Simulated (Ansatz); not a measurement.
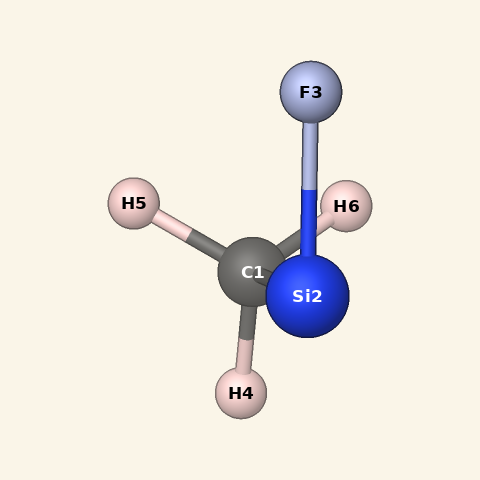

(Drawn from a calculation with Ansatz.)

C1 lies behind Si2. The molecule seen a little off the Si2–C1 bond, Si2 in front. Distant atoms are faded towards the background colour. Geometry: atoms displaced at random (about 0.03 Å) from a stationary point of GFN2-xTB.

Q: What is the torsion angle F3–Si2–C1–H4? The sign is positive where the front bond must turn clockwise to cover the back bond.

A: 180°, antiperiplanar (anti).
